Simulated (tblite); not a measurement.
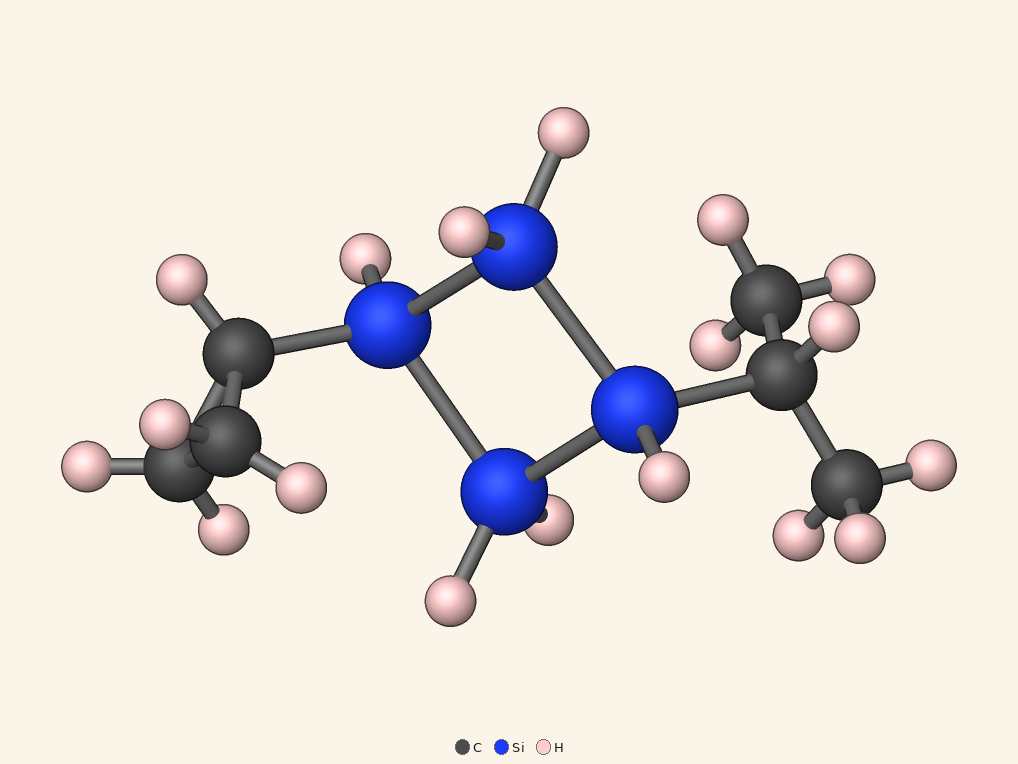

(Drawn from a calculation with tblite.)

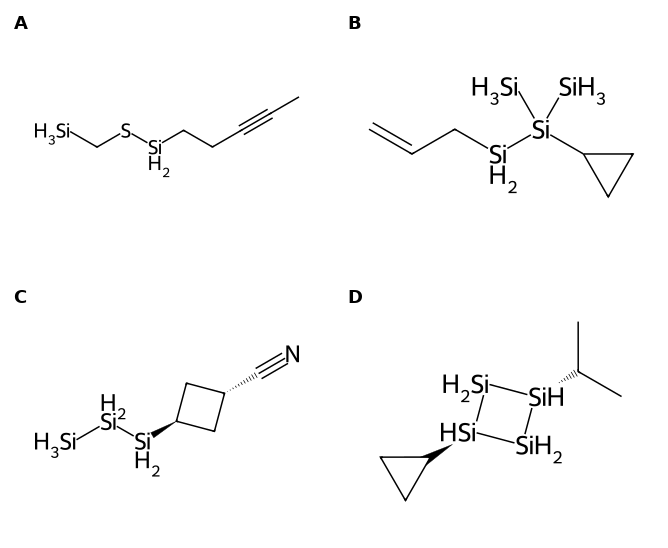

> Which structural formula matches the 3D model?

D, `CC(C)[Si@H]1[SiH2][Si@H](C2CC2)[SiH2]1`.
